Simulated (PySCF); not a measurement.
System: C3H12NSi3 (SMILES C=CC[SiH-]N([SiH3])[SiH3]) (charge −1).

Input file:

```
{"job": {"kind": "uv", "xc": "wB97X-D", "basis": "def2-SVPD", "nstates": 8, "ntriplets": 3}, "charge": -1, "multiplicity": 1}
C      2.169111     1.117313    -0.604623
C      2.163459    -0.024156     0.075699
C      1.410093    -1.225616    -0.273866
Si    -0.183237    -1.457224     0.877614
N     -1.328130    -0.251498     0.130025
Si    -1.839535     0.047021    -1.453956
Si    -1.369933     0.789035     1.495712
H      2.686306     1.999080    -0.255038
H      1.620863     1.223197    -1.527437
H      2.714733    -0.077330     1.011253
H      1.091491    -1.193631    -1.317294
H      2.014477    -2.121974    -0.115722
H     -0.695304    -2.697871     0.158511
H     -1.913243    -1.218880    -2.202430
H     -0.995817     0.973988    -2.248136
H     -3.193408     0.647559    -1.453802
H     -2.047009     0.128387     2.620447
H     -0.089342     1.373716     1.908896
H     -2.225379     1.978133     1.181851
```

Command:

```sh
OMP_NUM_THREADS=1 python probes_run.py task.json out
```

Geometry: GFN2-xTB.

Computed with PySCF 2.14.0, wB97X-D/def2-SVPD, SCF density, gas phase.

**What will maps of the electron density and electron localisation function show?**

C–C (1.33 Å): ρ is about 2.3 e/Å³ halfway; the ELF peaks at about 0.95 between the atoms (a short, multiple covalent bond).
C–H (1.08 Å): ρ at the midpoint is about 2 e/Å³; the ELF climbs to about 1 towards the hydrogen, as it does in any bond to H: a covalent bond by its length.
C–C (1.46 Å): ρ is about 1.8 e/Å³ halfway; the ELF peaks at about 0.95 between the atoms, as expected for a covalent bond.

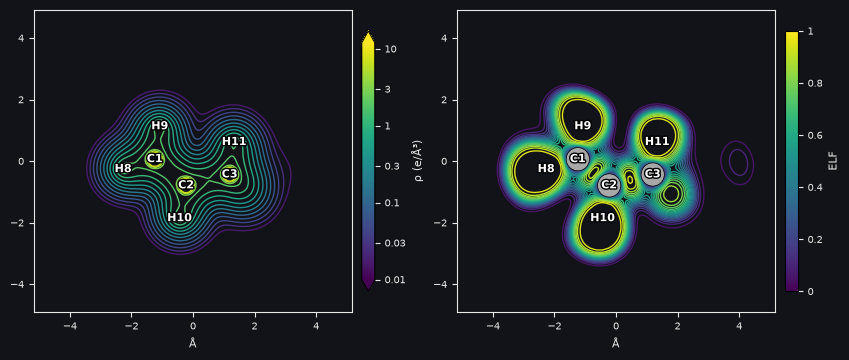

Computed electron density and electron localisation function on the plane of atoms C1, C2 and H10, in this order. Grey discs cover the atomic cores in the ELF map. 
